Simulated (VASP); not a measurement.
# SbC2 with r2SCAN: from relaxation to properties, part 4 of 7

Aim: relax SbC2, then compute properties on the relaxed cell. The cell is invented: it takes the structure of a Materials Project entry for LuC2 (space group 139 there), with some of its atoms replaced by other elements, volume scaled by an estimate. It may not be a known or stable phase.

VASP 6.6.1, plane waves and PAW; the level of theory is named at each step.

Still holding for the runs below: This run has no spin polarisation. Its electron count is odd, so without a moment it is a metal by construction.

So far. Step 5 (Bands along the symmetry lines (r2SCAN)): There is no gap at this level. Step 6 (Total and projected DOS (r2SCAN)): The finer mesh and the other smearing move the Fermi level by +0.01 eV from the 8×8×8 run, a small shift, which tests the Fermi level alone. Of the states within 0.3 eV of the Fermi level, the largest shares in the PAW spheres are Sb p 30 % and C p 13 %. The rest lies in smaller channels or between the spheres.

## 7. Zone-centre phonons (r2SCAN)

Level of this step: r2SCAN; plane waves and PAW (Sb, C); invented cell (VASP).

Zone-centre modes test whether the atoms sit at a minimum within this cell. IBRION = 6 takes the force constants from differences of forces between displaced cells, so the forces must be tight.

The input, INCAR:

```
SYSTEM = SbC2
PREC = Accurate
ENCUT = 520
EDIFF = 1E-08
NELM = 100
ISMEAR = 1
SIGMA = 0.2
LREAL = .FALSE.
ALGO = Normal
METAGGA = R2SCAN
LASPH = .TRUE.
NBANDS = 12
LORBIT = 11
LWAVE = .FALSE.
LCHARG = .FALSE.
IBRION = 6
NFREE = 2
POTIM = 0.015
ISIF = 2
NSW = 1
```

The input, POSCAR:

```
SbC2
1.0
   -2.0794198753      2.0794198753      3.0636647962
    2.0794198753     -2.0794198753      3.0636647962
    2.0794198753      2.0794198753     -3.0636647962
Sb C
1 2
Direct
    0.0000000000      0.0000000000      0.0000000000
    0.6042858710      0.6042858710      0.0000000000
    0.3957141290      0.3957141290      0.0000000000
```

The input, KPOINTS:

```
Automatic mesh
0
Gamma
13 13 13
0 0 0
```

The projector-augmented-wave data sets are Sb and C (PBE family, release 64).

Command:

```bash
$ mpirun -np 1 vasp_std
```

The log of the run:

```text
[... set-up lines as in an earlier step ...]
 entering main loop
       N       E                     dE             d eps       ncg     rms          rms(c)
DAV:   1     0.180949491971E+02    0.18095E+02   -0.52077E+03  4720   0.867E+02
DAV:   2    -0.406666926310E+02   -0.58762E+02   -0.55827E+02  6260   0.166E+02
DAV:   3    -0.453189569773E+02   -0.46523E+01   -0.45570E+01  5588   0.486E+01
DAV:   4    -0.453905466061E+02   -0.71590E-01   -0.71428E-01  5252   0.723E+00
DAV:   5    -0.453916665941E+02   -0.11200E-02   -0.11198E-02  5576   0.900E-01    0.816E+00
DAV:   6    -0.399206385672E+02    0.54710E+01   -0.76212E+00  5652   0.175E+01    0.392E+00
DAV:   7    -0.400217109639E+02   -0.10107E+00   -0.71097E-01  5244   0.602E+00    0.227E+00
DAV:   8    -0.400185428361E+02    0.31681E-02   -0.32378E-02  4952   0.151E+00    0.593E-01
DAV:   9    -0.400206831462E+02   -0.21403E-02   -0.84134E-03  5564   0.701E-01    0.119E-01
DAV:  10    -0.400207707636E+02   -0.87617E-04   -0.84851E-04  5156   0.245E-01    0.306E-02
DAV:  11    -0.400207800840E+02   -0.93204E-05   -0.64623E-05  5396   0.626E-02    0.176E-02
DAV:  12    -0.400207808524E+02   -0.76831E-06   -0.14059E-05  5060   0.303E-02    0.448E-03
DAV:  13    -0.400207814690E+02   -0.61667E-06   -0.19907E-06  5252   0.125E-02    0.164E-03
DAV:  14    -0.400207816396E+02   -0.17054E-06   -0.81466E-08  5472   0.249E-03    0.462E-04
DAV:  15    -0.400207817329E+02   -0.93303E-07   -0.60158E-09  2972   0.660E-04    0.128E-04
DAV:  16    -0.400207817343E+02   -0.14409E-08   -0.10303E-09  2600   0.297E-04
   1 F= -.40020782E+02 E0= -.40020791E+02  d E =0.276566E-04
 Found     4 degrees of freedom:
 Finite differences POTIM= 0.01500 DOF=   4
 bond charge predicted
       N       E                     dE             d eps       ncg     rms          rms(c)
DAV:   1    -0.400200555581E+02    0.72617E-03   -0.57571E-02  8772   0.141E+00    0.264E-02
DAV:   2    -0.400204134658E+02   -0.35791E-03   -0.10525E-03  8760   0.261E-01    0.167E-02
DAV:   3    -0.400204308445E+02   -0.17379E-04   -0.33849E-05  9756   0.438E-02    0.527E-03
DAV:   4    -0.400204333165E+02   -0.24720E-05   -0.24339E-06  9156   0.120E-02    0.224E-03
DAV:   5    -0.400204337577E+02   -0.44125E-06   -0.49865E-07  9164   0.569E-03    0.321E-04
DAV:   6    -0.400204337634E+02   -0.56318E-08   -0.14281E-08  8228   0.912E-04
   2 F= -.40020434E+02 E0= -.40020443E+02  d E =0.291515E-04
[...]
3 F= -.40020434E+02 E0= -.40020443E+02  d E =0.291489E-04
[...]
4 F= -.40020815E+02 E0= -.40020828E+02  d E =0.374083E-04
[...]
5 F= -.40020815E+02 E0= -.40020828E+02  d E =0.374095E-04
[...]
6 F= -.40020944E+02 E0= -.40020953E+02  d E =0.269700E-04
[...]
7 F= -.40020944E+02 E0= -.40020953E+02  d E =0.269741E-04
[...]
8 F= -.40012815E+02 E0= -.40012901E+02  d E =0.255247E-03
 Finite differences progress:
  Degree of freedom:   4/  4
  Displacement:        1/  2
  Total:               7/  8
 bond charge predicted
       N       E                     dE             d eps       ncg     rms          rms(c)
DAV:   1    -0.400171027316E+02   -0.42873E-02   -0.22724E+00  4704   0.127E+01    0.563E-01
DAV:   2    -0.400131932895E+02    0.39094E-02   -0.40537E-02  5144   0.151E+00    0.289E-01
DAV:   3    -0.400130364193E+02    0.15687E-03   -0.40551E-03  5500   0.481E-01    0.153E-01
DAV:   4    -0.400130488332E+02   -0.12414E-04   -0.41510E-04  5164   0.155E-01    0.515E-02
DAV:   5    -0.400130569736E+02   -0.81403E-05   -0.99105E-05  5220   0.780E-02    0.131E-02
DAV:   6    -0.400130569236E+02    0.49955E-07   -0.96312E-06  5100   0.262E-02    0.630E-03
DAV:   7    -0.400130563428E+02    0.58085E-06   -0.21874E-06  5380   0.110E-02    0.145E-03
DAV:   8    -0.400130563999E+02   -0.57138E-07   -0.17352E-07  4988   0.351E-03    0.434E-04
DAV:   9    -0.400130563874E+02    0.12466E-07   -0.80611E-09  2608   0.805E-04    0.132E-04
DAV:  10    -0.400130563798E+02    0.76557E-08   -0.21271E-09  2468   0.411E-04
   9 F= -.40013056E+02 E0= -.40012927E+02  d E =-.388119E-03
 Finite differences progress:
  Degree of freedom:   4/  4
  Displacement:        2/  2
  Total:               8/  8
```

The job ended after 19 min (1 MPI rank of Intel Xeon 6975P-C (Granite Rapids), shared host; peak memory 0.71 GiB).

OUTCAR, selected parts (step 7):

```text
   k-points           NKPTS =    196   k-points in BZ     NKDIM =    196   number of bands    NBANDS=     12

   NELECT =      13.0000    total number of electrons

 E-fermi :   5.6515

 k-point     1 :       0.0000    0.0000    0.0000
  band No.  band energies     occupation
    ...
      2      -4.5746      2.00000
      3      -1.0549      2.00000
      4       1.5335      2.00000
      5       1.5335      2.00000
      6       4.2216      2.00000
      7       7.2174     -0.00000
      8       7.2174     -0.00000
      9       7.4698     -0.00000
     10       7.4698     -0.00000
     11       7.9408     -0.00000
    ...

  Total        0.0781216      0.0781216      1.0705397      0.0000000     -0.0000000      0.0000000
  in kB        2.3620876      2.3620876     32.3688851      0.0000000     -0.0000000      0.0000000
  external PRESSURE =      12.3643534 kB  Pullay stress =       0.0000000 kB

 POSITION                                       TOTAL-FORCE (eV/Angst)
 -----------------------------------------------------------------------------------
      0.00000      0.00000      0.00000        -0.000000     -0.000000      0.002440
      0.00000      0.00000      3.68766         0.000000      0.000000      1.073302
      0.00000      0.00000      2.42467         0.000000      0.000000     -1.075742
 -----------------------------------------------------------------------------------
    total drift:                                0.000000      0.000000      0.000039

  FREE ENERGIE OF THE ION-ELECTRON SYSTEM (eV)
  ---------------------------------------------------
  free  energy   TOTEN  =       -40.0130563798 eV

  energy  without entropy=      -40.0126682606  energy(sigma->0) =      -40.01292701

 Eigenvectors and eigenvalues of the dynamical matrix
 ----------------------------------------------------

   1 f  =   53.305433 THz   334.927914 2PiTHz 1778.077858 cm-1   220.453459 meV
             X         Y         Z           dx          dy          dz
      0.000000  0.000000  0.000000    -0.000000    0.000000    0.000000
      0.000000  0.000000  3.702659     0.000000   -0.000000    0.707107
      0.000000  0.000000  2.424671     0.000000   -0.000000   -0.707107

   2 f  =    6.134666 THz    38.545246 2PiTHz  204.630444 cm-1    25.370930 meV
             X         Y         Z           dx          dy          dz
      0.000000  0.000000  0.000000     0.405875    0.000211   -0.000000
      0.000000  0.000000  3.702659    -0.646245   -0.000335   -0.000000
      0.000000  0.000000  2.424671    -0.646245   -0.000335    0.000000

   3 f  =    6.134666 THz    38.545246 2PiTHz  204.630444 cm-1    25.370930 meV
             X         Y         Z           dx          dy          dz
      0.000000  0.000000  0.000000    -0.000211    0.405875    0.000000
      0.000000  0.000000  3.702659     0.000335   -0.646245    0.000000
      0.000000  0.000000  2.424671     0.000335   -0.646245    0.000000

   4 f  =    0.030062 THz     0.188887 2PiTHz    1.002769 cm-1     0.124327 meV
             X         Y         Z           dx          dy          dz
      0.000000  0.000000  0.000000    -0.000000    0.000000   -0.920004
      0.000000  0.000000  3.702659    -0.000000    0.000000   -0.277122
      0.000000  0.000000  2.424671    -0.000000    0.000000   -0.277122

   5 f/i=    0.000471 THz     0.002957 2PiTHz    0.015697 cm-1     0.001946 meV
             X         Y         Z           dx          dy          dz
      0.000000  0.000000  0.000000    -0.892582    0.196375    0.000000
      0.000000  0.000000  3.702659    -0.280294    0.061667    0.000000
      0.000000  0.000000  2.424671    -0.280294    0.061667    0.000000

   6 f/i=    0.000471 THz     0.002957 2PiTHz    0.015697 cm-1     0.001946 meV
             X         Y         Z           dx          dy          dz
      0.000000  0.000000  0.000000     0.196375    0.892582    0.000000
      0.000000  0.000000  3.702659     0.061667    0.280294    0.000000
      0.000000  0.000000  2.424671     0.061667    0.280294    0.000000

   7 f/i=    1.963853 THz    12.339251 2PiTHz   65.507076 cm-1     8.121839 meV
             X         Y         Z           dx          dy          dz
      0.000000  0.000000  0.000000     0.000000    0.000000   -0.391910
      0.000000  0.000000  3.702659     0.000000    0.000000    0.650541
      0.000000  0.000000  2.424671     0.000000    0.000000    0.650541

   8 f/i=    9.484769 THz    59.594561 2PiTHz  316.377835 cm-1    39.225835 meV
             X         Y         Z           dx          dy          dz
      0.000000  0.000000  0.000000     0.000000   -0.000000   -0.000000
      0.000000  0.000000  3.702659     0.707107   -0.000157   -0.000000
      0.000000  0.000000  2.424671    -0.707107    0.000157   -0.000000

   9 f/i=    9.484769 THz    59.594561 2PiTHz  316.377835 cm-1    39.225835 meV
             X         Y         Z           dx          dy          dz
      0.000000  0.000000  0.000000     0.000000    0.000000    0.000000
      0.000000  0.000000  3.702659    -0.000157   -0.707107    0.000000
      0.000000  0.000000  2.424671     0.000157    0.707107    0.000000

 ELASTIC MODULI CONTR FROM IONIC RELAXATION (kBar)
 Direction    XX          YY          ZZ          XY          YZ          ZX
 --------------------------------------------------------------------------------
 XX          -0.3662     -0.3662    -29.8916      0.0000      0.0000      0.0000
 YY          -0.3662     -0.3662    -29.8916      0.0000      0.0000      0.0000
 ZZ         -29.8916    -29.8916  -2440.2372      0.0000      0.0000      0.0000
 XY           0.0000      0.0000      0.0000      0.0000      0.0000      0.0000
 YZ           0.0000      0.0000      0.0000      0.0000     -0.0000     -0.0000
 ZX           0.0000      0.0000      0.0000      0.0000      0.0000      0.0000
 --------------------------------------------------------------------------------

[... 6 parts as in an earlier step ...]

[... 10 further parts left out ...]
```

CONTCAR:

```
SbC2
   1.00000000000000
    -2.0794198753000002    2.0794198753000002    3.0636647961999999
     2.0794198753000002   -2.0794198753000002    3.0636647961999999
     2.0794198753000002    2.0794198753000002   -3.0636647961999999
  Sb              C
     1     2
Direct
     0.0000000000000000    0.0000000000000000    0.0000000000000000
     0.6018378225028874    0.6018378225028874    0.0000000000000000
     0.3957141289999981    0.3957141289999981    0.0000000000000000
```

The last energy, forces, stress and levels in OUTCAR belong to the last displaced cell, not to the cell of POSCAR.

This step gave:

* bands: 12
* irreducible k-points: 196
* pressure of the cell: 0.03741 GPa
* largest force of the cell: 0.02511 eV/Å

The modes at Γ (shares of kinetic energy by element, %) (negative means imaginary):

| mode | frequency (cm⁻¹) | symmetry | Sb % | C % |
| --- | --- | --- | --- | --- |
| 1 | -316.4 | Eg | 0 | 100 |
| 2 | -316.4 | Eg | 0 | 100 |
| 3 | -65.5 | A2u | 15 | 85 |
| 4 | 0.0 | acoustic | 84 | 16 |
| 5 | 0.0 | acoustic | 84 | 16 |
| 6 | 1.0 | acoustic | 85 | 15 |
| 7 | 204.6 | Eu | 16 | 84 |
| 8 | 204.6 | Eu | 16 | 84 |
| 9 | 1778.1 | A1g | 0 | 100 |

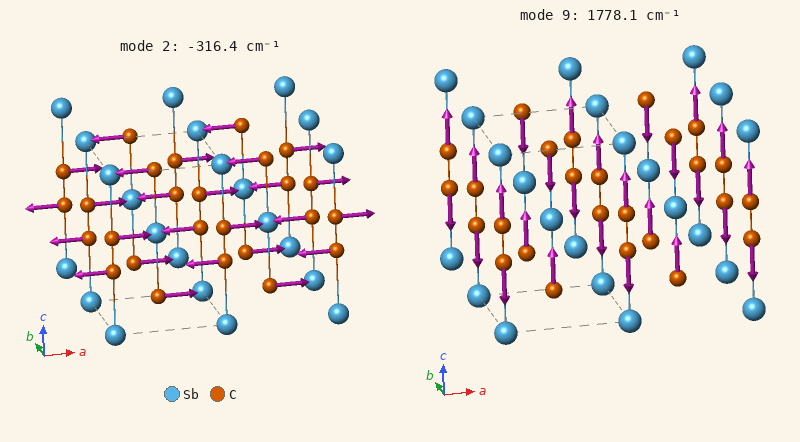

Displacement patterns of modes 2 and 9 at Γ; arrows are exaggerated. 2×2×1 conventional cells are drawn. Some periodic images of atoms are drawn too.

The three acoustic modes lie within 1.0 cm⁻¹ of zero, but 3 optical modes are imaginary, so the cell is a saddle point and not a minimum. By the characters of their eigenvectors the optical modes sort into (cm⁻¹) Raman active: Eg 316i, A1g 1778; infrared active: A2u 66i, Eu 205. With a centre of inversion no mode is active in both.

(Continued in part 5 of 7.)

[Lines on the potential files, build, host, timing and source positions are cut from VASP's logs without a mark.]

[Logs are printed without paths, hosts, clocks, repeated set-up lines and the standing remarks that a program may print on its own settings, such as how far it seeks lower states.]

[Hosts, paths, dates, database ids (printed as entryN), source tags and the programs' standing remarks are cut or masked in the printed files.]

[A measured line is paired with the nearest computed mode of its activity, which favours agreement.]
